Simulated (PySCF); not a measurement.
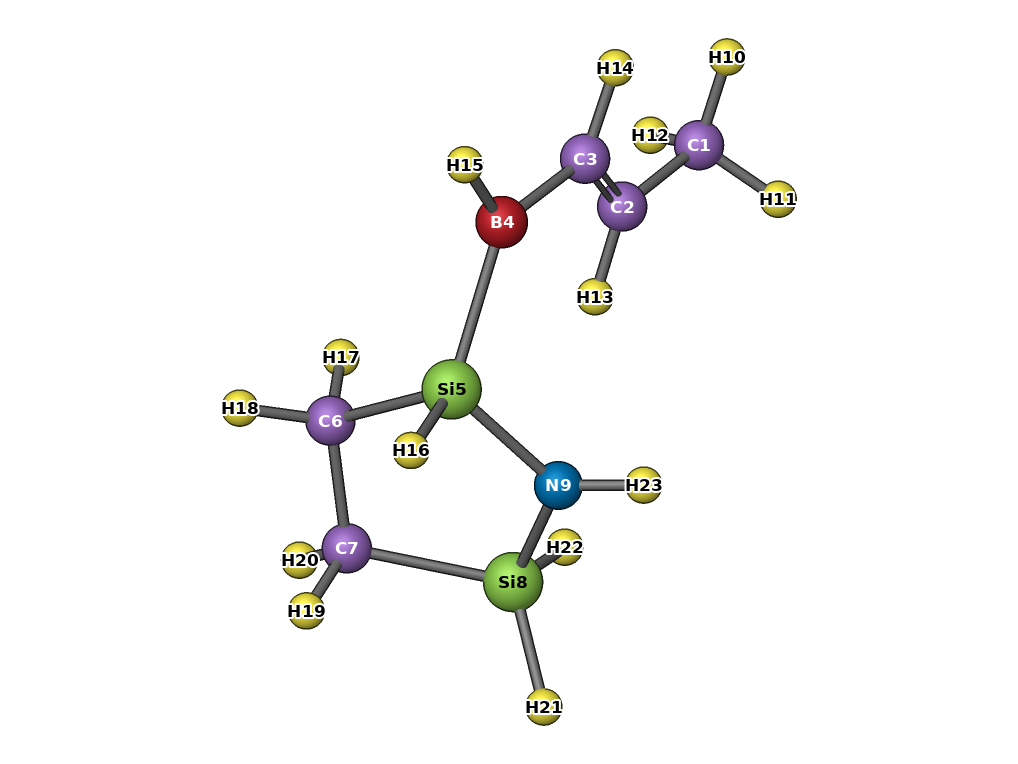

The questions are on isotropic NMR shieldings of the H atoms. The computed structure is the end point of a GFN2-xTB optimisation. No frequency run is at hand to confirm it as a minimum. Level of theory: GIAO PBE0/pcSseg-1 NMR shielding, non-relativistic, gas phase (PySCF 2.14.0).

Which H atom is the most shielded (lowest chemical shift)?

Answer. H23 (32.36 ppm).

Which H atom is the least shielded (highest chemical shift)?

Answer. H15 (23.15 ppm).

How wide is the range of H shifts?

Answer. 9.21 ppm.

Give the isotropic NMR shieldings of the H atoms atom by atom.

| atom | σ (ppm) |
| --- | --- |
| H10 | 29.68 |
| H11 | 29.33 |
| H12 | 29.37 |
| H13 | 23.51 |
| H14 | 24.09 |
| H15 | 23.15 |
| H16 | 26.39 |
| H17 | 30.90 |
| H18 | 30.25 |
| H19 | 30.55 |
| H20 | 30.43 |
| H21 | 26.68 |
| H22 | 26.65 |
| H23 | 32.36 |

The geometry is semi-empirical. Around B, Si such bond lengths and angles can be off by a tenth of an ångström or more and by several degrees, and values that hang on the shape move with them.
